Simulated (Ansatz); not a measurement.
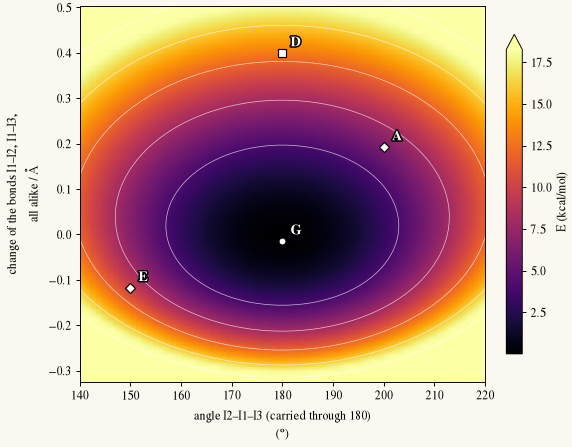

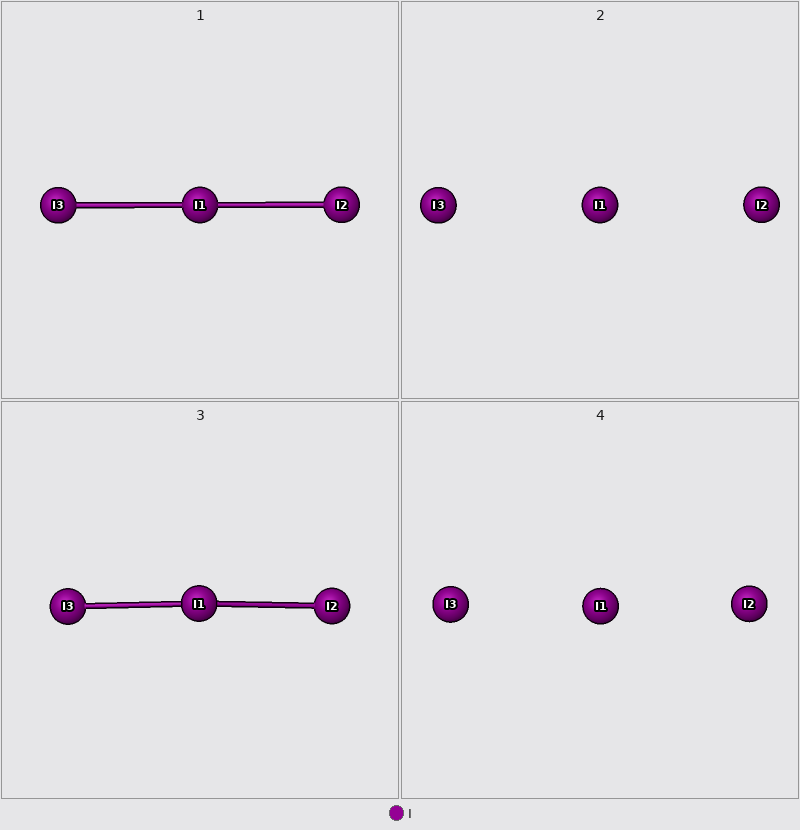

[II2]- (I₃), charge −1. Coordinates scanned: (1) angle I2–I1–I3 (carried through 180); (2) change of the bonds I1–I2, I1–I3, all alike. Nothing is relaxed (all other coordinates rigid). The grid has 9 × 9 points; 45 points were computed and 36 follow by symmetry. Points are written as (first, second). Energies are in kcal/mol, from the relaxed molecule at the same level. Level of theory: Ansatz 0.2.0, RKS PBE0-D4/def2-SVPD.

The picture shows a smooth colour map with a few white contour lines, one colour for all values above the top of the scale, lettered points. Between grid points the surface is interpolated. The numbered pictures are the structures at these points, in random order.

> Which structure belongs to which point?

A is structure 4: (200°, 0.192 Å), 6.3 kcal/mol; D is structure 2: (180°, 0.399 Å), 12.9 kcal/mol; E is structure 3: (150°, −0.118 Å), 10.0 kcal/mol; G is structure 1: (180°, −0.015 Å), 0.031 kcal/mol.
